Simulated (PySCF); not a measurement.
# C6H7F+ (doublet): open-shell or spin-flip excitations

Wanted: open-shell or spin-flip excitations for C6H7F+ (doublet) (`C[C@H]1C=CC(F)=C1`).

Programs: PySCF 2.14.0, with routines of our own; each step states its level. All values are computed. Atoms count from 0.

## 1. The system as given

14 atoms, charge 1, multiplicity 2; geometry from: GFN2-xTB.

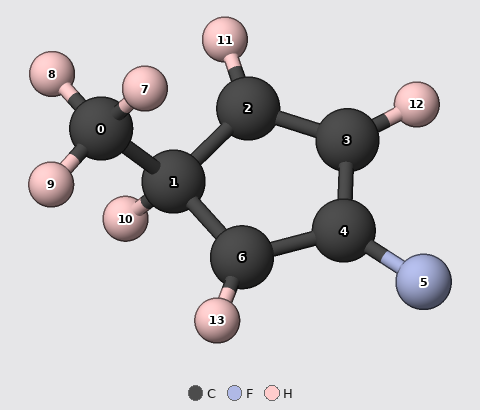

The starting geometry (carbon dark grey, fluorine light blue, hydrogen pink).

## 2. Open-shell or spin-flip excitations: unrestricted TDDFT wB97X-D/def2-SVPD

What the job is given:

```
{"job": {"kind": "uabs", "xc": "wB97X-D", "basis": "def2-SVPD", "nstates": 10, "tda": false}, "charge": 1, "multiplicity": 2}
C     -1.769144    -0.078308     0.348160
C     -0.502730     0.151674    -0.489760
C      0.411312     1.179616     0.108034
C      1.660173     0.654696     0.317676
C      1.628055    -0.705642    -0.077745
F      2.635495    -1.522851    -0.014473
C      0.359288    -1.046875    -0.553564
H     -1.510366    -0.356210     1.366251
H     -2.374055     0.826192     0.361031
H     -2.379125    -0.870077    -0.084322
H     -0.822252     0.454382    -1.496078
H      0.090817     2.176246     0.362918
H      2.526705     1.163205     0.705250
H      0.045150    -2.026521    -0.875545
```

Method: unrestricted TDDFT wB97X-D/def2-SVPD, vertical, gas phase, core orbitals frozen in the response.

Launch:

```bash
> OMP_NUM_THREADS=1 python excited_run.py task.json out
```

This one command runs all jobs of the session in turn.

Log:

```text
coarse grid: 11944 points
cycle   1  E = -331.8838051712  dE =  1.642e+00  |g| = 3.828e-01  |ddm| = 4.450e+00
cycle   2  E = -331.9004313686  dE = -1.663e-02  |g| = 4.046e-01  |ddm| = 1.200e+00
cycle   3  E = -331.9584735300  dE = -5.804e-02  |g| = 5.841e-02  |ddm| = 6.131e-01
cycle   4  E = -331.9597677914  dE = -1.294e-03  |g| = 2.150e-02  |ddm| = 1.551e-01
cycle   5  E = -331.9601000864  dE = -3.323e-04  |g| = 7.122e-03  |ddm| = 6.367e-02
cycle   6  E = -331.9601805585  dE = -8.047e-05  |g| = 3.670e-03  |ddm| = 2.414e-02
cycle   7  E = -331.9602229136  dE = -4.236e-05  |g| = 2.199e-03  |ddm| = 1.873e-02
cycle   8  E = -331.9602369178  dE = -1.400e-05  |g| = 8.511e-04  |ddm| = 1.287e-02
cycle   9  E = -331.9602390973  dE = -2.180e-06  |g| = 4.226e-04  |ddm| = 5.261e-03
final grid: 116456 points
cycle  10  E = -332.0091152121  dE = -1.165e-04  |g| = 4.323e-03  |ddm| = 1.563e-01
cycle  11  E = -332.0091175000  dE = -2.288e-06  |g| = 4.729e-03  |ddm| = 1.911e-02
cycle  12  E = -332.0091251182  dE = -7.618e-06  |g| = 5.725e-04  |ddm| = 5.415e-03
cycle  13  E = -332.0091256104  dE = -4.921e-07  |g| = 3.371e-04  |ddm| = 2.752e-03
cycle  14  E = -332.0091257437  dE = -1.333e-07  |g| = 1.383e-04  |ddm| = 1.065e-03
cycle  15  E = -332.0091258008  dE = -5.711e-08  |g| = 6.473e-05  |ddm| = 7.675e-04
cycle  16  E = -332.0091258089  dE = -8.087e-09  |g| = 2.499e-05  |ddm| = 3.261e-04
cycle  17  E = -332.0091258105  dE = -1.590e-09  |g| = 1.163e-05  |ddm| = 1.307e-04
cycle  18  E = -332.0091258108  dE = -3.116e-10  |g| = 4.353e-06  |ddm| = 6.480e-05
converged SCF energy = -332.0091258108

Static polarisability (au): isotropic 63.409, principal 43.832 69.276 77.118

<S^2> of the reference = 0.7694 (exact 0.7500)

Excitations
state   eV       nm        f      <S^2>   main configurations
  1   2.6266    472.0   0.02375   0.817   Hb->Lb 0.95
  2   3.8251    324.1   0.00194   0.788   H-2b->Lb 0.73, H-3b->Lb 0.10
  3   3.9252    315.9   0.00502   0.812   H-1b->Lb 0.70, Ha->La 0.17
  4   4.0560    305.7   0.01795   0.865   Ha->La 0.62, H-3b->Lb 0.14, H-1b->Lb 0.12
  5   4.6891    264.4   0.00584   0.802   H-3b->Lb 0.43, H-4b->Lb 0.20, H-5b->Lb 0.17, H-2b->Lb 0.10
  6   5.1227    242.0   0.01931   2.286   H-1a->La 0.46, Hb->L+1b 0.31
  7   5.2397    236.6   0.02879   1.060   H-4b->Lb 0.44, H-3b->Lb 0.24
  8   5.6089    221.0   0.00494   0.823   H-5b->Lb 0.58, H-4b->Lb 0.18, H-2b->Lb 0.09
  9   6.4754    191.5   0.00279   2.084   H-2a->La 0.72, H-3a->La 0.11
 10   6.4839    191.2   0.00731   1.184   H-6b->Lb 0.51, H-3a->La 0.15, H-7b->Lb 0.13
```

It took 78 s on 1 thread of Arm Neoverse V2, shared host; peak memory 0.73 GiB.

In short:

| quantity | value |
| --- | --- |
| ⟨S²⟩ | 0.769 |

Löwdin spin populations:

C0 0.01; C1 0.04; C2 0.29; C3 0.05; C4 0.11; F5 0.03; C6 0.43; H7 0.00; H8 0.00; H9 0.00; H10 0.00; H11 0.01; H12 0.00; H13 0.02

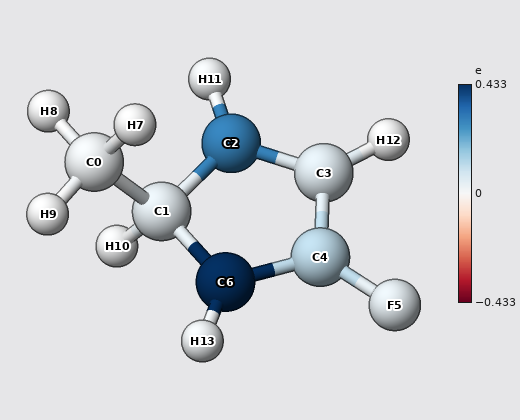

Löwdin spin populations, as colours on the atoms.

With diffuse functions Löwdin's scheme smears the spin, so small populations can have the wrong sign.

## 3. Open-shell or spin-flip excitations: unrestricted TDA BP86/def2-SVPD

The job, as its differences from that of step 2:

```diff
@@ -1,2 +1,2 @@
-{"job": {"kind": "uabs", "xc": "wB97X-D", "basis": "def2-SVPD", "nstates": 10, "tda": false}, "charge": 1, "multiplicity": 2}
+{"job": {"kind": "uabs", "xc": "BP86", "basis": "def2-SVPD", "nstates": 25, "tda": true, "scf": {"guess": "huckel", "fallback": true}}, "charge": 1, "multiplicity": 2}
 C     -1.769144    -0.078308     0.348160
```

Level: unrestricted TDA BP86/def2-SVPD, vertical, gas phase, core orbitals frozen in the response.

Log:

```text
final grid: 116456 points
cycle   1  E = -320.1795768553  dE =  8.597e+00  |g| = 4.121e+00  |ddm| = 1.059e+01
cycle   2  E = -209.4779121678  dE =  1.107e+02  |g| = 1.132e+01  |ddm| = 1.946e+02
cycle   3  E = -320.7392186899  dE = -1.113e+02  |g| = 4.145e+00  |ddm| = 1.986e+02
cycle   4  E = -317.5388303726  dE =  3.200e+00  |g| = 4.245e+00  |ddm| = 5.014e+01
cycle   5  E = -331.7811117216  dE = -1.424e+01  |g| = 7.632e-01  |ddm| = 1.562e+01
cycle   6  E = -331.1266189296  dE =  6.545e-01  |g| = 1.304e+00  |ddm| = 4.678e+00
cycle   7  E = -332.0682851715  dE = -9.417e-01  |g| = 2.635e-01  |ddm| = 3.117e+00
cycle   8  E = -332.0939521125  dE = -2.567e-02  |g| = 1.793e-01  |ddm| = 8.384e-01
cycle   9  E = -332.1117261967  dE = -1.777e-02  |g| = 2.714e-02  |ddm| = 4.385e-01
cycle  10  E = -332.1119221267  dE = -1.959e-04  |g| = 2.086e-02  |ddm| = 9.901e-02
cycle  11  E = -332.1121430527  dE = -2.209e-04  |g| = 6.322e-03  |ddm| = 4.870e-02
cycle  12  E = -332.1121663980  dE = -2.335e-05  |g| = 2.370e-03  |ddm| = 1.831e-02
cycle  13  E = -332.1121695072  dE = -3.109e-06  |g| = 8.848e-04  |ddm| = 8.296e-03
cycle  14  E = -332.1121699397  dE = -4.325e-07  |g| = 3.493e-04  |ddm| = 3.268e-03
cycle  15  E = -332.1121700132  dE = -7.352e-08  |g| = 1.477e-04  |ddm| = 1.111e-03
cycle  16  E = -332.1121700232  dE = -9.932e-09  |g| = 6.513e-05  |ddm| = 3.401e-04
cycle  17  E = -332.1121700246  dE = -1.422e-09  |g| = 5.521e-05  |ddm| = 1.997e-04
cycle  18  E = -332.1121700261  dE = -1.483e-09  |g| = 1.706e-05  |ddm| = 1.182e-04
cycle  19  E = -332.1121700262  dE = -1.045e-10  |g| = 1.053e-05  |ddm| = 5.372e-05
converged SCF energy = -332.1121700262

Static polarisability (au): isotropic 65.359, principal 44.849 69.443 81.784

<S^2> of the reference = 0.7572 (exact 0.7500)

Excitations
state   eV       nm        f      <S^2>   main configurations
  1   2.4210    512.1   0.01624   0.777   Hb->Lb 0.90
  2   2.7175    456.2   0.00388   0.768   H-1b->Lb 0.95
  3   2.7904    444.3   0.00632   0.765   H-2b->Lb 0.97
  4   3.4837    355.9   0.00061   0.771   H-3b->Lb 0.92
  5   3.8638    320.9   0.00752   0.782   H-4b->Lb 0.58, Ha->La 0.33
  6   4.3829    282.9   0.02706   0.790   H-4b->Lb 0.32, Ha->La 0.30, H-5b->Lb 0.23
  7   4.5516    272.4   0.01554   0.772   H-5b->Lb 0.75, Ha->La 0.10
  8   4.8113    257.7   0.00828   2.655   H-1a->La 0.58, Hb->L+1b 0.38
  9   5.3100    233.5   0.01164   1.244   H-6b->Lb 0.53, H-2a->La 0.22, H-3a->La 0.17
 10   5.3792    230.5   0.00505   1.970   H-2a->La 0.67, H-3a->La 0.15, H-6b->Lb 0.09
 11   5.4945    225.7   0.02594   1.721   H-3a->La 0.57, H-6b->Lb 0.20
 12   5.8876    210.6   0.00009   0.802   H-7b->Lb 0.95
 13   5.9372    208.8   0.02921   0.928   H-8b->Lb 0.35, Ha->L+1a 0.20, Hb->L+1b 0.19, H-1a->La 0.13
 14   6.0533    204.8   0.02322   1.223   H-8b->Lb 0.46, H-4a->La 0.20, H-2b->L+1b 0.14
 15   6.1450    201.8   0.00283   1.481   H-1b->L+1b 0.76, H-4a->La 0.15
 16   6.2233    199.2   0.00853   1.501   H-2b->L+1b 0.66, H-4a->La 0.16, H-1b->L+1b 0.10
 17   6.2806    197.4   0.03914   1.423   H-4a->La 0.41, H-8b->Lb 0.14, Ha->L+1a 0.14, H-2b->L+1b 0.08
 18   6.7102    184.8   0.01423   1.767   H-5a->La 0.58, H-9b->Lb 0.23
 19   6.8193    181.8   0.01795   1.278   H-9b->Lb 0.59, H-5a->La 0.25
 20   6.9335    178.8   0.03171   1.353   H-3b->L+1b 0.87
 21   7.2191    171.7   0.00207   2.147   H-6a->La 0.92
 22   7.3598    168.5   0.15712   1.274   H-4b->L+1b 0.67, Ha->L+1a 0.12, Hb->L+1b 0.09
 23   7.4564    166.3   0.00959   2.586   H-1a->L+1a 0.48, Hb->L+2b 0.41
 24   7.8326    158.3   0.17481   1.436   H-7a->La 0.39, Ha->L+1a 0.14, H-4b->L+1b 0.09
 25   7.9187    156.6   0.00102   1.196   H-10b->Lb 0.55, H-7a->La 0.23, H-5b->L+1b 0.13
```

Run time: 74 s. Hardware: 1 thread of Arm Neoverse V2, shared host; peak memory 0.52 GiB.

Key values:

| quantity | value |
| --- | --- |
| ⟨S²⟩ | 0.757 |

## 4. Summary of results

| quantity | value |
| --- | --- |
| lowest and brightest state of nearly pure spin, of 10 (step 2, unrestricted TDDFT wB97X-D/def2-SVPD) | 2.63 eV; 2.63 eV, f = 0.024 |
| lowest and brightest state of nearly pure spin, of 25 (step 3, unrestricted TDA BP86/def2-SVPD) | 2.42 eV; 4.38 eV, f = 0.027 |

**Reading.** States whose ⟨S²⟩ lies well above the reference's are mixtures of spin states, an artefact of the unrestricted response, and are left out of the summary. The lowest state of nearly pure spin runs from 2.42 to 2.63 eV over the runs.
